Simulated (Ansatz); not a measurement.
What Zn → Sn does to ZnSe

The parent structure is ZnSe in the zinc blende structure (space group F-43m, No. 216; a = 5.6335 Å).

The change: every Zn is replaced by Sn, then cell and atoms are relaxed.

Calculations: Kohn–Sham DFT with the PBEsol functional, run in Ansatz (an electronic-structure program) with PAW and 420 eV plane waves, no SOC. Γ-centred 12×12×12 mesh, Fermi–Dirac width 0.05 eV, for the changed cell.

- Volume per atom: 36.87 Å³ (base 22.35 Å³)
- Density: 4.45 g/cm³ (base 5.36 g/cm³)
- Space group: F-43m (No. 216) (base F-43m (No. 216))
- Shortest interatomic distance: 2.883 Å (base 2.439 Å)
- Band gap: zero (base 1.24 eV)

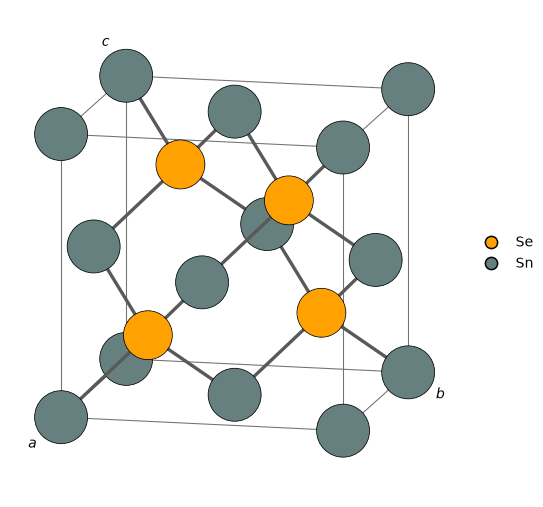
Figure: The relaxed conventional cell after the change

Stability against distortions was not tested. As relaxed here, SnSe is a hypothetical phase, not in the database extracts checked. The final runs are not spin-polarised. The zero or small gap of SnSe can change with the level of theory.
